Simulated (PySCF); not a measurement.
**[Dy(NH3)2]3+: other functionals and bases at one geometry**

Aim: see how levels, charges and forces of [Dy(NH3)2]3+ depend on the level of theory. The species was built from a template and needn't be a known compound.

Program: PySCF 2.14.0. Level of theory: several levels, as the steps say, no spin–orbit coupling. These are calculated values, not measurements.

3 further runs of the same task are left out: 2 for a known fault of the program, 1 that didn't finish.

## Step 1: Starting geometry

9 atoms, charge 3, spin multiplicity 1.

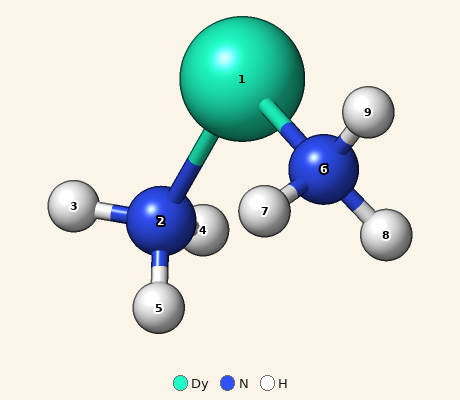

The geometry (dysprosium teal, nitrogen blue, hydrogen white); atoms are numbered from 1 in the order of the file.

Geometry (Å):

```xyz
9
DyH6N2
Dy    0.1187    1.1575    0.0002
N    -0.0194   -0.1859    1.9392
H     0.7582   -0.0471    2.6342
H    -0.8763   -0.0381    2.5317
H    -0.0165   -1.2269    1.7990
N    -0.0210   -0.1853   -1.9400
H     0.7751   -0.8525   -2.1043
H    -0.8621   -0.8108   -2.0160
H    -0.0552    0.3517   -2.8440
```

Formal oxidation states: Dy +3. Each metal's 9 4f electrons lie in its core potential, so multiplicities, spins and levels count the valence alone. An earlier session relaxed this geometry at PBE, Dy lcecp-1-SVP with ECP55, N def2-SVP, H def2-SVP (singlet, point group C1).

At PBE on the finer grid: E = -148.810964 Eh, HOMO -24.55 eV, LUMO -19.17 eV, Mulliken charge on Dy1 +2.00 e, largest force component 0.009 eV/Å. 

Levels to run: TPSS; CAM-B3LYP; BLYP; r2SCAN; PBE, TZVP. Hardware: 2 threads of Arm Neoverse V1, shared host.

## Step 2: TPSS

run.py (the lines that set the calculation)

```python
mol = gto.M(atom='''
Dy     0.11870     1.15748     0.00016
N     -0.01943    -0.18593     1.93920
H      0.75820    -0.04705     2.63416
H     -0.87629    -0.03809     2.53173
H     -0.01652    -1.22692     1.79904
N     -0.02099    -0.18527    -1.94000
H      0.77505    -0.85246    -2.10426
H     -0.86211    -0.81077    -2.01599
H     -0.05518     0.35172    -2.84402''',
    basis={'Dy': 'lcecp-1-SVP', 'N': 'def2-SVP', 'H': 'def2-SVP'},
    ecp={'Dy': 'lcecp-1-SVP'},
    charge=3, spin=0)
mf = dft.RKS(mol, xc='TPSS')
mf.grids.atom_grid = (75, 302)  # f atoms: unpruned, at least (60, 302)
mf = mf.density_fit()  # fitting sets: Dy AutoAux, N def2-universal-JKFIT, H def2-universal-JKFIT
mf.conv_tol = 1e-08; mf.max_cycle = 55
mf.kernel(dm0)  # dm0: the density of the relaxed state
```

On the command line:

```sh
$ OMP_NUM_THREADS=2 python run.py
```

Standard output:

```text
init E= -148.966477660143
  HOMO = -0.906613820112626  LUMO = -0.69251977106996  gap/eV = 5.82580
cycle= 1 E= -148.967175602656  delta_E= -0.000698  |g|= 0.0194  |ddm|= 0.107
  HOMO = -0.902425326869469  LUMO = -0.69787125812694  gap/eV = 5.56620
cycle= 2 E= -148.966954368429  delta_E= 0.000221  |g|= 0.0368  |ddm|= 0.0671
  HOMO = -0.905120083676748  LUMO = -0.695931647195207  gap/eV = 5.69231
cycle= 3 E= -148.967312150453  delta_E= -0.000358  |g|= 0.00284  |ddm|= 0.0353
  HOMO = -0.904788971938578  LUMO = -0.695110492719212  gap/eV = 5.70564
cycle= 4 E= -148.967315577415  delta_E= -3.43e-06  |g|= 0.000448  |ddm|= 0.00529
  HOMO = -0.904860839001469  LUMO = -0.695146469612751  gap/eV = 5.70662
cycle= 5 E= -148.967315619711  delta_E= -4.23e-08  |g|= 4.61e-05  |ddm|= 0.000416
  HOMO = -0.904861011546116  LUMO = -0.695154951451383  gap/eV = 5.70639
cycle= 6 E= -148.967315620368  delta_E= -6.57e-10  |g|= 1.2e-05  |ddm|= 7.8e-05
  HOMO = -0.904861719643601  LUMO = -0.695155992062276  gap/eV = 5.70638
Extra cycle  E= -148.967315620369  delta_E= -1.53e-12  |g|= 1.24e-05  |ddm|= 2.28e-05
converged SCF energy = -148.967315620369
```

It took 7.4 s on 2 threads of Arm Neoverse V1, shared host.

It gives: E = -148.967316 Eh, HOMO -24.62 eV, LUMO -18.92 eV, Mulliken charge on Dy1 +2.05 e, largest force component 0.227 eV/Å. 

## Step 3: CAM-B3LYP

run.py (the lines that set the calculation): that of step 2 with these lines changed.

```diff
@@ -13,3 +13,3 @@
     charge=3, spin=0)
-mf = dft.RKS(mol, xc='TPSS')
+mf = dft.RKS(mol, xc='CAMB3LYP')
 mf.grids.atom_grid = (75, 302)  # f atoms: unpruned, at least (60, 302)
```

On the command line:

```sh
$ OMP_NUM_THREADS=2 python run.py
```

Standard output:

```text
init E= -148.853346404728
  HOMO = -1.00879267006002  LUMO = -0.627233098376135  gap/eV = 10.38276
cycle= 1 E= -148.856255044667  delta_E= -0.00291  |g|= 0.0417  |ddm|= 0.178
  HOMO = -1.0010931127822  LUMO = -0.637031586782183  gap/eV = 9.90662
cycle= 2 E= -148.856238106045  delta_E= 1.69e-05  |g|= 0.0451  |ddm|= 0.0781
  HOMO = -1.00703821511677  LUMO = -0.635805554559025  gap/eV = 10.10176
cycle= 3 E= -148.856680010217  delta_E= -0.000442  |g|= 0.00283  |ddm|= 0.0341
  HOMO = -1.00661949745458  LUMO = -0.635381227292295  gap/eV = 10.10191
cycle= 4 E= -148.856683102779  delta_E= -3.09e-06  |g|= 0.000667  |ddm|= 0.00427
  HOMO = -1.00669099424207  LUMO = -0.635609013609161  gap/eV = 10.09766
cycle= 5 E= -148.85668334474  delta_E= -2.42e-07  |g|= 9.83e-05  |ddm|= 0.00183
  HOMO = -1.00668743790345  LUMO = -0.635614253925509  gap/eV = 10.09742
cycle= 6 E= -148.856683357133  delta_E= -1.24e-08  |g|= 2.78e-05  |ddm|= 0.000431
  HOMO = -1.00668946261619  LUMO = -0.635612655762462  gap/eV = 10.09751
cycle= 7 E= -148.856683357891  delta_E= -7.57e-10  |g|= 5.73e-06  |ddm|= 0.00011
  HOMO = -1.00668921452878  LUMO = -0.635612372029148  gap/eV = 10.09752
Extra cycle  E= -148.856683357906  delta_E= -1.59e-11  |g|= 3.96e-06  |ddm|= 1.27e-05
converged SCF energy = -148.856683357906
```

Wall time 5.8 s (2 threads of Arm Neoverse V1, shared host).

Result: E = -148.856683 Eh, HOMO -27.39 eV, LUMO -17.30 eV, Mulliken charge on Dy1 +2.09 e, largest force component 0.329 eV/Å. 

## Step 4: BLYP

run.py (the lines that set the calculation): that of step 3 with these lines changed.

```diff
@@ -13,3 +13,3 @@
     charge=3, spin=0)
-mf = dft.RKS(mol, xc='CAMB3LYP')
+mf = dft.RKS(mol, xc='BLYP')
 mf.grids.atom_grid = (75, 302)  # f atoms: unpruned, at least (60, 302)
```

On the command line:

```sh
$ OMP_NUM_THREADS=2 python run.py
```

Standard output:

```text
init E= -148.87042131783
  HOMO = -0.896533244607687  LUMO = -0.705003631003661  gap/eV = 5.21179
cycle= 1 E= -148.870905868528  delta_E= -0.000485  |g|= 0.0288  |ddm|= 0.107
  HOMO = -0.892132750926996  LUMO = -0.707768852748718  gap/eV = 5.01680
cycle= 2 E= -148.870337049943  delta_E= 0.000569  |g|= 0.0571  |ddm|= 0.0693
  HOMO = -0.896559401329301  LUMO = -0.70658136784368  gap/eV = 5.16957
cycle= 3 E= -148.871084945908  delta_E= -0.000748  |g|= 0.00251  |ddm|= 0.0495
  HOMO = -0.896287688312266  LUMO = -0.706551314991947  gap/eV = 5.16299
cycle= 4 E= -148.871086547258  delta_E= -1.6e-06  |g|= 0.000437  |ddm|= 0.00276
  HOMO = -0.896267577250783  LUMO = -0.706562329117036  gap/eV = 5.16214
cycle= 5 E= -148.871086595472  delta_E= -4.82e-08  |g|= 4.5e-05  |ddm|= 0.000438
  HOMO = -0.896262277549536  LUMO = -0.706558171372443  gap/eV = 5.16211
cycle= 6 E= -148.871086595934  delta_E= -4.62e-10  |g|= 1.07e-05  |ddm|= 4.53e-05
  HOMO = -0.896261425783607  LUMO = -0.706559564107873  gap/eV = 5.16205
Extra cycle  E= -148.871086595859  delta_E= 7.57e-11  |g|= 2.12e-05  |ddm|= 2.95e-05
converged SCF energy = -148.871086595859
```

Wall time 4.8 s (2 threads of Arm Neoverse V1, shared host).

Result: E = -148.871087 Eh, HOMO -24.39 eV, LUMO -19.23 eV, Mulliken charge on Dy1 +1.98 e, largest force component 0.216 eV/Å. 

## Step 5: r2SCAN

run.py (the lines that set the calculation): that of step 4 with these lines changed.

```diff
@@ -13,3 +13,3 @@
     charge=3, spin=0)
-mf = dft.RKS(mol, xc='BLYP')
+mf = dft.RKS(mol, xc='R2SCAN')
 mf.grids.atom_grid = (75, 302)  # f atoms: unpruned, at least (60, 302)
```

On the command line:

```sh
$ OMP_NUM_THREADS=2 python run.py
```

Standard output:

```text
init E= -148.89740440448
  HOMO = -0.915886658022445  LUMO = -0.678909533750144  gap/eV = 6.44848
cycle= 1 E= -148.898786251987  delta_E= -0.00138  |g|= 0.0277  |ddm|= 0.195
  HOMO = -0.908411845513476  LUMO = -0.68459557207363  gap/eV = 6.09035
cycle= 2 E= -148.898432742826  delta_E= 0.000354  |g|= 0.0484  |ddm|= 0.0808
  HOMO = -0.912455833751881  LUMO = -0.682284956937516  gap/eV = 6.26327
cycle= 3 E= -148.899023034196  delta_E= -0.00059  |g|= 0.00285  |ddm|= 0.0436
  HOMO = -0.912165026094233  LUMO = -0.681375788973079  gap/eV = 6.28010
cycle= 4 E= -148.899026184815  delta_E= -3.15e-06  |g|= 0.000341  |ddm|= 0.00517
  HOMO = -0.912209046415878  LUMO = -0.681419871580386  gap/eV = 6.28009
cycle= 5 E= -148.899026212635  delta_E= -2.78e-08  |g|= 7.24e-05  |ddm|= 0.000379
  HOMO = -0.912203487141389  LUMO = -0.68142636592492  gap/eV = 6.27977
cycle= 6 E= -148.899026214  delta_E= -1.36e-09  |g|= 1.33e-05  |ddm|= 8.78e-05
  HOMO = -0.912202173989539  LUMO = -0.68142874390499  gap/eV = 6.27966
Extra cycle  E= -148.899026213976  delta_E= 2.37e-11  |g|= 1.72e-05  |ddm|= 3.04e-05
converged SCF energy = -148.899026213976
```

Run time: 7.1 s. Hardware: 2 threads of Arm Neoverse V1, shared host.

Result: E = -148.899026 Eh, HOMO -24.82 eV, LUMO -18.54 eV, Mulliken charge on Dy1 +2.09 e, largest force component 0.310 eV/Å. 

## Step 6: PBE, TZVP

Basis: Dy lcecp-1-TZVP with ECP55, N def2-TZVP, H def2-TZVP. 

run.py (the lines that set the calculation): that of step 5 with these lines changed.

```diff
@@ -10,6 +10,6 @@
 H     -0.05518     0.35172    -2.84402''',
-    basis={'Dy': 'lcecp-1-SVP', 'N': 'def2-SVP', 'H': 'def2-SVP'},
-    ecp={'Dy': 'lcecp-1-SVP'},
+    basis={'Dy': 'lcecp-1-TZVP', 'N': 'def2-TZVP', 'H': 'def2-TZVP'},
+    ecp={'Dy': 'lcecp-1-TZVP'},
     charge=3, spin=0)
-mf = dft.RKS(mol, xc='R2SCAN')
+mf = dft.RKS(mol, xc='PBE')
 mf.grids.atom_grid = (75, 302)  # f atoms: unpruned, at least (60, 302)
@@ -17,2 +17,2 @@
 mf.conv_tol = 1e-08; mf.max_cycle = 55
-mf.kernel(dm0)  # dm0: the density of the relaxed state
+mf.kernel(dm0)  # dm0: free metal ions and neutral atoms
```

On the command line:

```sh
$ OMP_NUM_THREADS=2 python run.py
```

Standard output:

```text
init E= -141.863753884177
  HOMO = -1.35555506318045  LUMO = -0.7535932447178  gap/eV = 16.38022
cycle= 1 E= -146.839303341677  delta_E= -4.98  |g|= 3.49  |ddm|= 2.33
  HOMO = -0.68771469366591  LUMO = -0.648859247141305  gap/eV = 1.05731
cycle= 2 E= -127.692767865596  delta_E= 19.1  |g|=  6.6  |ddm|= 6.46
  HOMO = -0.82629206422375  LUMO = -0.575604893799246  gap/eV = 6.82155
cycle= 3 E= -148.280217045495  delta_E= -20.6  |g|= 1.55  |ddm|= 6.53
  HOMO = -0.942536211266297  LUMO = -0.754501402000793  gap/eV = 5.11669
cycle= 4 E= -148.90490264516  delta_E= -0.625  |g|= 0.374  |ddm|= 2.14
  HOMO = -0.890442792779424  LUMO = -0.70269636362442  gap/eV = 5.10884
cycle= 5 E= -148.942566813011  delta_E= -0.0377  |g|= 0.0747  |ddm|= 0.386
  HOMO = -0.89725300747364  LUMO = -0.700590821436392  gap/eV = 5.35145
cycle= 6 E= -148.943755945374  delta_E= -0.00119  |g|= 0.0187  |ddm|= 0.0574
  HOMO = -0.898731597031763  LUMO = -0.701352819499418  gap/eV = 5.37095
cycle= 7 E= -148.943794969281  delta_E= -3.9e-05  |g|= 0.0136  |ddm|= 0.0183
  HOMO = -0.898939982348182  LUMO = -0.701333394064506  gap/eV = 5.37715
cycle= 8 E= -148.943831936893  delta_E= -3.7e-05  |g|= 0.003  |ddm|= 0.00857
  HOMO = -0.898776743762312  LUMO = -0.701218127144904  gap/eV = 5.37584
cycle= 9 E= -148.943833885002  delta_E= -1.95e-06  |g|= 0.00053  |ddm|= 0.00204
  HOMO = -0.898788738652742  LUMO = -0.701233253356848  gap/eV = 5.37576
cycle= 10 E= -148.943833947593  delta_E= -6.26e-08  |g|= 0.000105  |ddm|= 0.00038
  HOMO = -0.898791821926742  LUMO = -0.701228240720021  gap/eV = 5.37598
cycle= 11 E= -148.943833950126  delta_E= -2.53e-09  |g|= 1.93e-05  |ddm|= 7.7e-05
  HOMO = -0.898796304879191  LUMO = -0.701227918059613  gap/eV = 5.37611
Extra cycle  E= -148.943833949994  delta_E= 1.32e-10  |g|= 3.16e-05  |ddm|= 3.14e-05
converged SCF energy = -148.943833949994
```

Wall time 12 s (2 threads of Arm Neoverse V1, shared host).

Read off: E = -148.943834 Eh, HOMO -24.46 eV, LUMO -19.08 eV, Mulliken charge on Dy1 +2.20 e, largest force component 0.329 eV/Å. 

## Step 7: Results

| level | state | HOMO (eV) | gap (eV) | charge on Dy1 (e) | dipole (D) | largest force (eV/Å) | basis functions | time |
| --- | --- | --- | --- | --- | --- | --- | --- | --- |
| PBE (relaxed here) | singlet | -24.55 | 5.38 | 2.00 | 4.10 | 0.01 | 91 | 10 s |
| TPSS | singlet | -24.62 | 5.71 | 2.05 | 3.93 | 0.23 | 91 | 7.4 s |
| CAM-B3LYP | singlet | -27.39 | 10.10 | 2.09 | 3.66 | 0.33 | 91 | 5.8 s |
| BLYP | singlet | -24.39 | 5.16 | 1.98 | 4.07 | 0.22 | 91 | 4.8 s |
| r2SCAN | singlet | -24.82 | 6.28 | 2.09 | 3.83 | 0.31 | 91 | 7.1 s |
| PBE, TZVP | singlet | -24.46 | 5.38 | 2.20 | 4.11 | 0.33 | 145 | 12 s |

Times are on 2 threads of Arm Neoverse V1, shared host; the first row also made further properties. The dipole of a charged species depends on the origin, so these sizes hold for this origin alone.

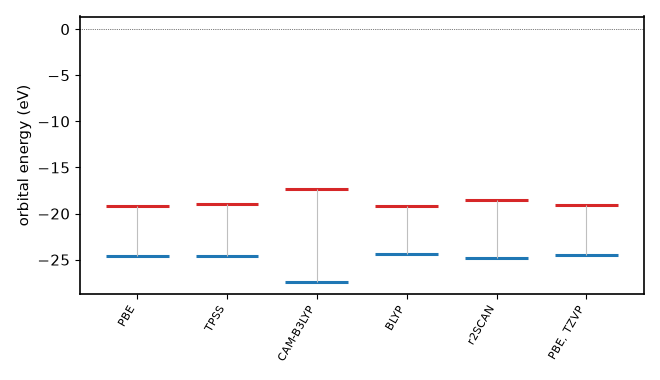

Highest filled and lowest empty level, method by method.

In one basis the HOMO–LUMO gap runs from 5.16 eV (BLYP) to 10.10 eV (CAM-B3LYP). The largest leftover force, 0.33 eV/Å with CAM-B3LYP, stands at a geometry relaxed at another level. The Mulliken charge on Dy spans +1.98 to +2.20 e over the levels. With 4f in the core, its levels are missing from HOMO and gap. Total energies of different levels can't be compared. Spin–orbit coupling is left out throughout.
